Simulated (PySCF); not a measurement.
Consider C₅H₉NOSi.

The calculation's input:

```
{"job": {"kind": "uv", "xc": "wB97X-D", "basis": "def2-SVPD", "nstates": 8, "ntriplets": 3}, "charge": 0, "multiplicity": 1}
N      3.644178     0.426180    -0.307171
C      2.572019     0.311414     0.078264
C      1.221638     0.174888     0.518988
C      0.713300    -1.257005     0.260274
O     -0.610871    -1.454211     0.677340
C     -1.585864    -0.852884    -0.143493
C     -1.640145     0.671839    -0.007420
Si     0.066767     1.420101    -0.383486
H      1.192018     0.361083     1.597440
H      1.306571    -1.976353     0.833337
H      0.819007    -1.495286    -0.809774
H     -2.532445    -1.299460     0.173936
H     -1.407445    -1.127664    -1.194635
H     -2.409552     1.056188    -0.674857
H     -1.946216     0.915735     1.010798
H      0.350446     1.380105    -1.821460
H      0.239599     2.757362     0.182009
```

Run with:

```sh
OMP_NUM_THREADS=1 python probes_run.py task.json out
```

Geometry: GFN2-xTB.

All numbers below come from wB97X-D/def2-SVPD, SCF density, gas phase (PySCF 2.14.0).

**What can the converged electron density and electron localisation function tell about the bonding?**

C–N (1.15 Å): ρ at the midpoint is about 3.6 e/Å³; the ELF peaks at about 0.85 between the atoms: a short, multiple covalent bond.
C–O (1.40 Å): ρ is about 2.1 e/Å³ halfway, with its minimum of 1.8 e/Å³ about 0.5 Å from C; the ELF peaks at about 0.90 between the atoms (a shared but strongly polarised pair).
C–C (1.43 Å): the density is about 1.9 e/Å³ at the midpoint; the ELF peaks at about 0.95 between the atoms: a covalent bond.
C–C (1.54 Å): the density is about 1.6 e/Å³ at the midpoint; the ELF peaks at about 0.95 between the atoms: a shared electron pair.

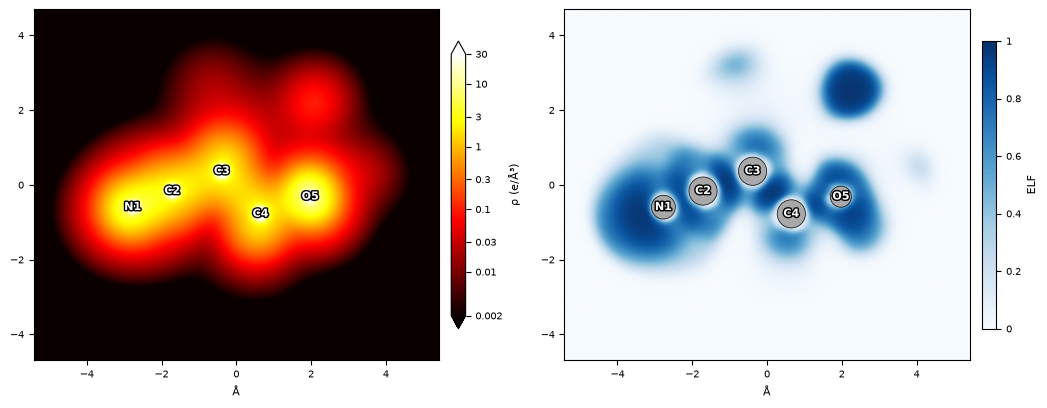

Computed electron density and electron localisation function on the plane of atoms C2, C3 and C4, in this order. Grey discs cover the atomic cores in the ELF map. 
